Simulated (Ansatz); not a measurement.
# SrAlH3 (Pm-3m): the cell at rest

Task: relax SrAlH3 (Pm-3m) tightly.

Calculated with Ansatz 0.2.0; DFT PBEsol, scalar-relativistic, plane waves, PAW; PAW set soft_1.

## 1. Starting point

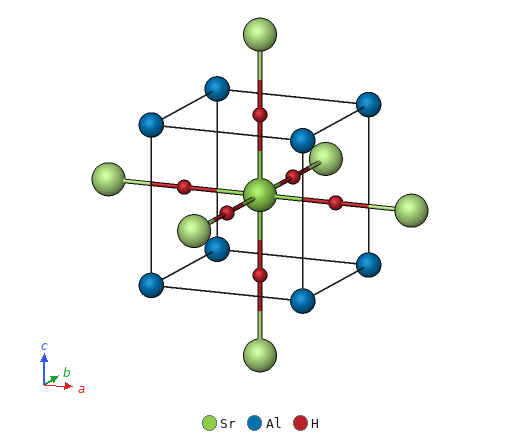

Start, viewed slightly off an axis; strontium green, aluminium blue, hydrogen red. Some periodic images of atoms are drawn too.

## 2. Probe on a coarse mesh

A quick single point on a coarse mesh tells whether the cell has a gap and how far it is from rest, which sets the k mesh and smearing that follow.

input.yaml

```yaml
crystal:
  lattice:
    - [4.585462, 0.0, 0.0]
    - [0.0, 4.585462, 0.0]
    - [0.0, 0.0, 4.585462]
  atoms:
    - { symbol: Sr, position: [0.5, 0.5, 0.5] }
    - { symbol: Al, position: [0.0, 0.0, 0.0] }
    - { symbol: H, position: [0.0, 0.5, 0.5] }
    - { symbol: H, position: [0.5, 0.5, 0.0] }
    - { symbol: H, position: [0.5, 0.0, 0.5] }
kpoints:
  mp_grid: { grid: [4, 4, 4] }
hamiltonian:
  xc: pbesol
  pseudopotentials: { kind: paw, azcp: { folder: soft_1 }, xc_functional: pbe }
scf:
  occupations: { method: gaussian, width: 0.1 }
output:
  forces: true
  stress: true
  eigenvalues: true
```

Started as:

```bash
ansatz run input.yaml --threads 4 --pin off --max-ram 10240MiB --backend cpu --events-out ev --progress --plain --runs-dir out
```

Numbers of over 12 decimals in the logs are rounded to 6 here.

Log:

```text
Engine: ansatz 0.2.0, aarch64-unknown-linux-gnu
Pseudopotentials: kind: paw
Pseudopotential: Sr, paw, valence charge 10, recommended cutoff 420 eV (normal), soft_1/Sr.paw.azcp
Pseudopotential: Al, paw, valence charge 3, recommended cutoff 420 eV (normal), soft_1/Al.paw.azcp
Pseudopotential: H, paw, valence charge 1, recommended cutoff 420 eV (normal), soft_1/H.paw.azcp
Functional definition: PBEsol
[...]
k-point 0: bands = [... 4 lower, -3.2118, 0.4630, 0.4630, 2.1391, 4.5852, 4.5852, 4.5852, 8.2154, ... 1 higher]
  k-point 1: bands = [... 4 lower, -2.7611, 0.0765, 0.5543, 1.8648, 4.5501, 4.5501, 5.3910, 8.2158, ... 1 higher]
  k-point 2: bands = [... 4 lower, -1.8001, -1.2014, 0.6524, 2.4623, 4.5020, 4.5020, 5.9214, 7.6190, ... 1 higher]
  k-point 9: bands = [... 4 lower, -0.4552, 1.4184, 1.4184, 1.4184, 2.4118, 2.4118, 2.4118, 7.8874, ... 1 higher]
[key lines of the parts left out:]
SCF converged after 8 iterations
Free energy (F): -4062.055454 eV
Fermi energy:    2.437070 eV
P = ⅓ Tr σ = -1.5571 GPa (-15.571 kbar)
```

Wall time 0.56 s (4 threads of Arm Neoverse V1, shared host); peak memory 0.3 GiB.

Numbers from this step:

* pressure: -1.557 GPa
* volume per atom: 19.28 Å³
* gap on the k-mesh: 0 eV

The coarse mesh shows no gap and a pressure of -1.6 GPa.

## 3. Bringing the structure to rest

Harmonic phonons are second derivatives at a point where the forces vanish, and they are wanted at zero stress, so atoms and cell are relaxed first.

Edit input.yaml of step 2 so:

```diff
@@ -12,3 +12,3 @@
 kpoints:
-  mp_grid: { grid: [4, 4, 4] }
+  mp_grid: { grid: [8, 8, 8] }
 hamiltonian:
@@ -22 +22,6 @@
   eigenvalues: true
+relax:
+  adjacent_minimum: "off"
+  f_tol: 0.005
+  max_steps: 80
+  cell: { stress_tol: 0.05 }
```

Log:

```text
[...]
Crystal: 5 atoms, lattice volume = 96.416 Å³
Basis set: ecut = 420 eV, 1863 PW (Γ), exchange–correlation on 64×64×64 points (8 copies of the dense FFT grid, shifted against one another)
Bands: 13, of which v1, the nominal top of the filled ones, is band 8 counted from 1 (7 counted from 0)
Symmetry: 48 space group operations
[...]
k-points: 35 of 512
[...]
SCF iter   1: F=—  HF=-4063.962984 eV  |F-HF|=—  |Δ(HF+E_count)|=         —  Δρ=5.46e-2  dr2=5.19e0  ethr=3.10e-3  ⟨swp⟩=8.2  Hψ=3707  notcnv=0
[...]
SCF iter   8: F=-4062.052561 eV  HF=-4062.052561 eV  |F-HF|=3.17e-9  |Δ(HF+E_count)|=   2.87e-8  Δρ=1.72e-6  dr2=5.90e-9  ethr=6.25e-10  ⟨swp⟩=4.5  Hψ=1325  notcnv=0
SCF 1 converged in 8 iterations: F = -4062.052561 eV  dr2 = 5.90e-9
[...]
relax step   1: F+E_penalty+E_count = -4062.05256145 eV  Δ(F+E_penalty+E_count) = +0.000e0 eV  max|allowed force component| = 2.275e-30 eV/Å  Δτ_max = 0.0000 Å  P = -1.265 GPa  Ω = 96.416 Å³  (8 SCF iters, dr2 threshold 1.00e-7 eV, accepted)
Crystal: 5 atoms, lattice volume = 91.835 Å³
Basis set: ecut = 420 eV, 1791 PW (Γ), exchange–correlation on 64×64×64 points (8 copies of the dense FFT grid, shifted against one another)
[...]
iter 1 solved again at ethr=7.36e-5 eV; its pass at ethr=3.10e-3 eV (dr2=1.18e-2 eV) is discarded
[...]
SCF iter   5: F=-4062.075689 eV  HF=-4062.075689 eV  |F-HF|=1.32e-9  |Δ(HF+E_count)|=   3.88e-7  Δρ=6.73e-6  dr2=3.49e-8  ethr=3.12e-9  ⟨swp⟩=7.9  Hψ=2711  notcnv=0
SCF 2 converged in 5 iterations: F = -4062.075689 eV  dr2 = 3.49e-8
relax step   2: F+E_penalty+E_count = -4062.07568873 eV  Δ(F+E_penalty+E_count) = -2.313e-2 eV  max|allowed force component| = 2.883e-30 eV/Å  Δτ_max = 0.0000 Å  P = -0.233 GPa  Ω = 91.835 Å³  energy of the carried Pulay correction = +1.190e-3 eV  (5 SCF iters, dr2 threshold 5.00e-7 eV, accepted)
Crystal: 5 atoms, lattice volume = 90.859 Å³
[...]
SCF iter   4: F=-4062.076634 eV  HF=-4062.076634 eV  |F-HF|=4.53e-9  |Δ(HF+E_count)|=   6.96e-7  Δρ=8.44e-6  dr2=7.10e-8  ethr=8.52e-10  ⟨swp⟩=5.7  Hψ=2779  notcnv=0
SCF 3 converged in 4 iterations: F = -4062.076634 eV  dr2 = 7.10e-8
relax step   3: F+E_penalty+E_count = -4062.07663406 eV  Δ(F+E_penalty+E_count) = -9.453e-4 eV  max|allowed force component| = 5.834e-30 eV/Å  Δτ_max = 0.0000 Å  P = +0.010 GPa  Ω = 90.859 Å³  energy of the carried Pulay correction = +1.451e-3 eV  (4 SCF iters, dr2 threshold 1.36e-7 eV, accepted)
[...]
SCF iter   5: F=-4062.075408 eV  HF=-4062.075408 eV  |F-HF|=4.55e-13  |Δ(HF+E_count)|=  1.36e-10  Δρ=5.26e-8  dr2=2.72e-12  ethr=1.00e-12  ⟨swp⟩=6.6  Hψ=2269  notcnv=0
SCF 4 converged in 5 iterations: F = -4062.075408 eV  dr2 = 2.72e-12
relax step   4: F+E_penalty+E_count = -4062.07540845 eV  Δ(F+E_penalty+E_count) = +1.226e-3 eV  max|allowed force component| = 2.467e-30 eV/Å  Δτ_max = 0.0000 Å  P = -0.003 GPa  Ω = 90.859 Å³  stress off target by 3.18e-3 GPa  SCF on the basis re-selected at this cell (its energy is not comparable with the rows above)  (5 SCF iters)
basis re-selected at this cell: Δ(F+E_penalty+E_count) = +1.226e-3 eV, ΔP = -0.013 GPa vs the last step (what re-selecting the basis moved, of the pressure what is left beyond the Pulay correction that the steps carried, after the strain that the cell walked since its last selection, with what the two solves' SCF thresholds leave and, on support functions, any second-order correction that the steps lacked; it is no m [...]
SCF converged after 5 iterations
Free energy (F): -4062.075408 eV
[...]
Internal energy: -4062.073911 eV  (E = F + TS)
E sigma→0 (E₀):  -4062.074660 eV
Entropy (-TS):   -0.001498 eV (-0.300 meV/atom)
Fermi energy:    2.813178 eV
[...]
--- Stress (GPa, compression-positive) ---
       -0.003181       0.000000       0.000000
        0.000000      -0.003181       0.000000
        0.000000       0.000000      -0.003181
  P = ⅓ Tr σ = -0.0032 GPa (-0.032 kbar)
--- Band table (eV; the first three rows and the last of 35) ---
  k-point 0: bands = [... 4 lower, -3.0198, 0.7204, 0.7204, 2.7486, 5.0526, 5.0526, 5.0526, 8.7195, ... 1 higher]
  k-point 1: bands = [... 4 lower, -2.8945, 0.7117, 0.7488, 2.4747, 5.0366, 5.0366, 5.3855, 8.6971, ... 1 higher]
  k-point 2: bands = [... 4 lower, -2.5352, 0.3799, 0.8201, 2.3683, 4.9925, 4.9925, 5.9379, 8.7327, ... 1 higher]
  k-point 34: bands = [... 4 lower, 0.0211, 1.8421, 1.8421, 1.8421, 2.6901, 2.6901, 2.6901, 8.6195, ... 1 higher]
--- Relaxed structure (3 steps of the walk, 3 accepted, 1 SCFs on fresh bases) ---
  F+E_penalty+E_count = -4062.07540845 eV   max|allowed force component| = 2.467e-30 eV/Å   (the final SCF, on the basis selected at the relaxed cell)
  cell:  # Å, volume = 90.8588 Å³
    - [4.495614, 0, 0]
    - [0, 4.495614, 0]
    - [0, 0, 4.495614]
  atoms:
    - { symbol: Sr, position: [0.5, 0.5, 0.5] }
    - { symbol: Al, position: [0, 0, 0] }
    - { symbol: H, position: [0, 0.5, 0.5] }
    - { symbol: H, position: [0.5, 0.5, 0] }
    - { symbol: H, position: [0.5, 0, 0.5] }
```

Elapsed: 3.9 s, on 4 threads; peak memory 0.38 GiB.

Step by step:

| step | energy less that of the first step (eV) | largest force component (eV/Å) | pressure (GPa) | volume (Å³) |
| --- | --- | --- | --- | --- |
| 1 | 0.0000 | 0.0000 | -1.27 | 96.42 |
| 2 | -0.0231 | 0.0000 | -0.23 | 91.84 |
| 3 | -0.0241 | 0.0000 | 0.01 | 90.86 |
| 4* | -0.0228 | 0.0000 | 0.00 | 90.86 |

Relaxation steps marked * repeat the geometry before them on a plane-wave basis chosen anew for their cell, so energy and pressure can jump there.

The run keeps the 48 symmetry operations that it works with, so distortions that break them were not tested.

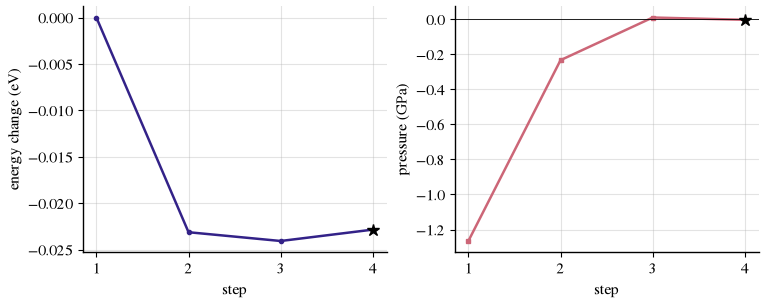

Energy and pressure along the relaxation. Stars mark steps on a basis chosen anew.

| conventional cell, symmetrised | before | after | change |
| --- | --- | --- | --- |
| a (Å) | 4.585 | 4.496 | -2.0 % |
| b (Å) | 4.585 | 4.496 | -2.0 % |
| c (Å) | 4.585 | 4.496 | -2.0 % |
| volume (Å³/atom) | 19.28 | 18.17 | -5.8 % |

Numbers from this step:

* pressure: -0.003181 GPa
* volume per atom: 18.17 Å³

In this step the volume went from 19.28 to 18.17 Å³/atom.

## 4. Tight relaxation

Phonons need a cell at rest on their own settings, so the relaxation is repeated with tight tolerances on forces and stress, using the mesh and the filling of the phonon run that follows.

input.yaml

```yaml
crystal:
  lattice:
    - [4.4956135358, 0.0, 0.0]
    - [0.0, 4.4956135358, 0.0]
    - [0.0, 0.0, 4.4956135358]
  atoms:
    - { symbol: Sr, position: [0.5, 0.5, 0.5] }
    - { symbol: Al, position: [0.0, 0.0, 0.0] }
    - { symbol: H, position: [0.0, 0.5, 0.5] }
    - { symbol: H, position: [0.5, 0.5, 0.0] }
    - { symbol: H, position: [0.5, 0.0, 0.5] }
kpoints:
  mp_grid: { grid: [8, 8, 8] }
hamiltonian:
  xc: pbesol
  pseudopotentials: { kind: paw, azcp: { folder: soft_1 }, xc_functional: pbe }
scf:
  occupations: { method: methfessel_paxton, width: 0.2 }
output:
  forces: true
  stress: true
  eigenvalues: true
  write_density: true
  write_potential: true
  elf: true
  volumetric_format: npy
relax:
  adjacent_minimum: "off"
  f_tol: 0.001
  max_steps: 60
  cell: { stress_tol: 0.01 }
```

Log:

```text
[...]
Crystal: 5 atoms, lattice volume = 90.859 Å³
Basis set: ecut = 420 eV, 1791 PW (Γ), exchange–correlation on 64×64×64 points (8 copies of the dense FFT grid, shifted against one another)
Bands: 13, of which v1, the nominal top of the filled ones, is band 8 counted from 1 (7 counted from 0)
[... 1 set-up line as in the run before ...]
[...]
k-points: 35 of 512
[...]
cell:  # Å, volume = 90.8588 Å³
    - [4.4956135358, 0.0, 0.0]
    - [0.0, 4.4956135358, 0.0]
    - [0.0, 0.0, 4.4956135358]
  atoms:
    - { symbol: Sr, position: [0.500000, 0.500000, 0.500000] }
    - { symbol: Al, position: [0.0, 0.0, 0.0] }
    - { symbol: H, position: [0.0, 0.500000, 0.500000] }
    - { symbol: H, position: [0.500000, 0.500000, 0.0] }
    - { symbol: H, position: [0.500000, 0.0, 0.500000] }
[key lines of the parts left out:]
SCF converged after 5 iterations
Free energy (F): -4062.074346 eV
Fermi energy:    2.811716 eV
P = ⅓ Tr σ = -0.0055 GPa (-0.055 kbar)
```

It took 2.2 s on 4 threads; peak memory 0.38 GiB.

Little changed from the start: no atom moved by 0.005 Å and no cell edge by 0.1 %.

This step gave:

* pressure: -0.005461 GPa

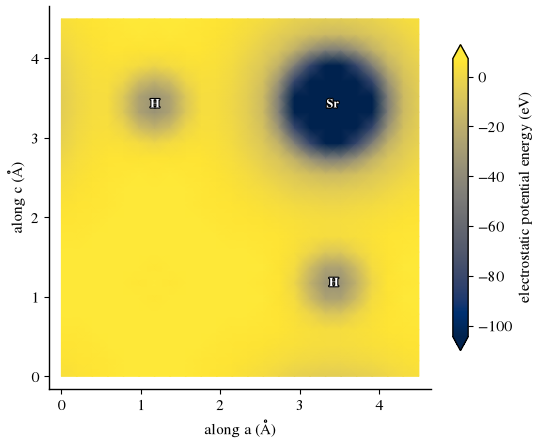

Electrostatic potential energy in the ac plane at fractional y = 0.500, with atoms of Sr and H within 0.2 Å of it. With pseudopotentials it is smooth inside the atoms' cores, unlike the true potential. The map starts off the cell's origin, so that atoms lie inside it.

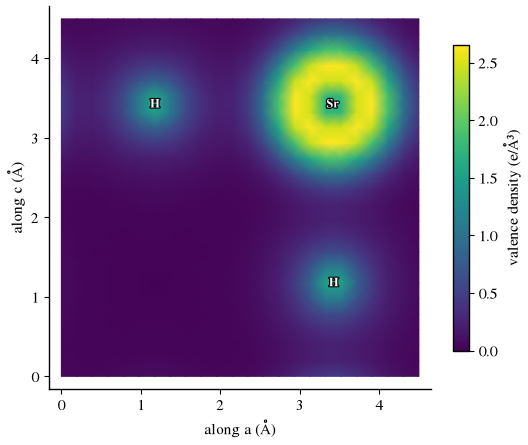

Valence density in the ac plane at fractional y = 0.500, with atoms of Sr and H within 0.2 Å of it. It is the smooth field of the valence electrons, not physical close to the nuclei. The map starts off the cell's origin, so that atoms lie inside it.

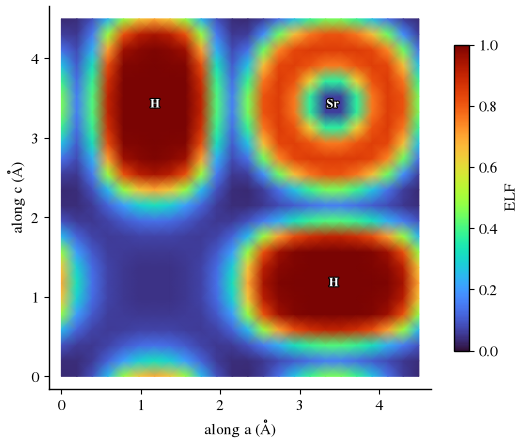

ELF in the ac plane at fractional y = 0.500, with atoms of Sr and H within 0.2 Å of it. It is the smooth field of the valence electrons, not physical close to the nuclei. The map starts off the cell's origin, so that atoms lie inside it.

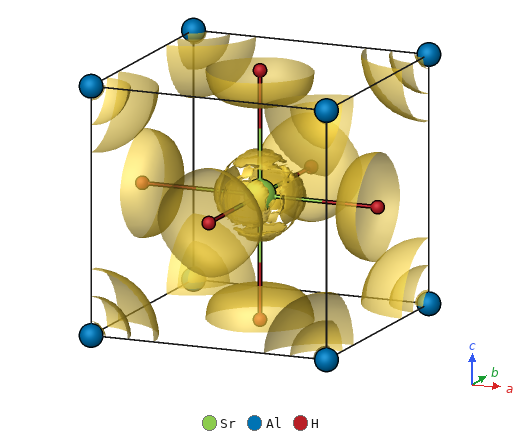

Surface of ELF = 0.85.

The forces vanish by symmetry and the pressure is -0.005 GPa, within the tolerances set. The cell now holds 18.17 Å³/atom.

## 5. Results

| Quantity | Value |
| --- | --- |
| space group after relaxation (within 0.01 Å) | Pm-3m |
| lattice constant a | 4.496 Å |
| lattice constant b | 4.496 Å |
| lattice constant c | 4.496 Å |
| volume per atom | 18.2 Å³ |

**Reading.** The forces vanish by symmetry and the pressure is -0.005 GPa, within the tolerances set. The cell now holds 18.17 Å³/atom. The relaxation keeps the symmetry of its start, so it says nothing on stability against lower symmetry. The PAW files were made for PBE and serve the other functionals too.

[Logs are printed without paths, hosts, clocks, repeated set-up lines and the standing remarks that a program may print on its own settings, such as how far it seeks lower states.]

[Hosts, paths, dates, database ids (printed as entryN), source tags and the programs' standing remarks are cut or masked in the printed files.]
